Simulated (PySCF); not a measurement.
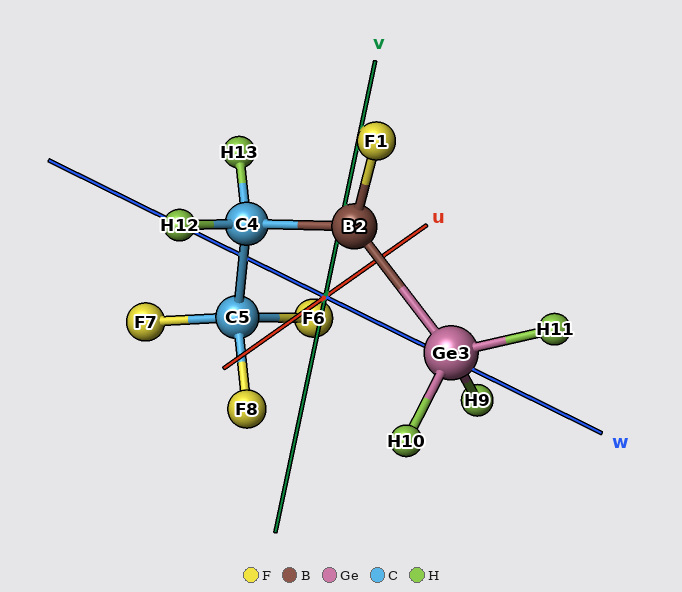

The lines u, v and w are the principal axes of the static dipole polarisability. The geometry was computed by an optimisation with GFN2-xTB. No frequency run is at hand to confirm it as a minimum. Computed with CAM-B3LYP/def2-SVPD (PySCF 2.14.0).

Along which axis is the molecule most polarisable, and along which least?

Answer. Most along w, least along u.

Give the three principal values.

Answer. u 60.9, v 68.9, w 79.2 bohr³; mean 69.7, anisotropy 15.9 bohr³.

The geometry is semi-empirical. Around B, Ge such bond lengths and angles can be off by a tenth of an ångström or more and by several degrees, and values that hang on the shape move with them.
